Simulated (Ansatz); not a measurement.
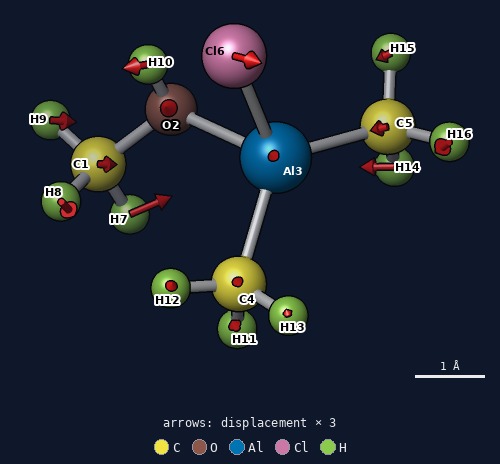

This is a relaxation of C$_{3}$H$_{10}$AlClO. The starting structure is drawn; red arrows show the displacements, 3 times their true length. The two geometries are superimposed by the best rigid fit.

The picture is a ball-and-stick view, seen from a free direction.

The start comes from PBE-D4/def2-SVP.

Computed with RKS PBE0-D4/def2-TZVP (Ansatz). (force threshold 0.005 eV/Å; at most 150 steps)

What happened in the run?

After 14 geometry steps the energy has fallen by 1.67 kcal/mol. The largest force component goes from 0.56 to 0.0026 eV/Å. The atom that moves furthest after the best rigid fit is H7 (0.23 Å). Largest moves by element: H 0.23 Å, Cl 0.18 Å, O 0.12 Å, C 0.11 Å, Al 0.06 Å. Near-neighbour distances that change, for instance: O2–Al3 2.025 → 1.986 Å, Al3–Cl6 2.210 → 2.174 Å, O2–H10 0.989 → 0.968 Å, C1–H7 1.105 → 1.088 Å. Among the angles between lasting bonds that change: Al3–O2–H10 96.8° → 104.3°, O2–Al3–Cl6 86.6° → 90.0°. The run took 110 s on 4 threads of Arm Neoverse V2, on a shared host.
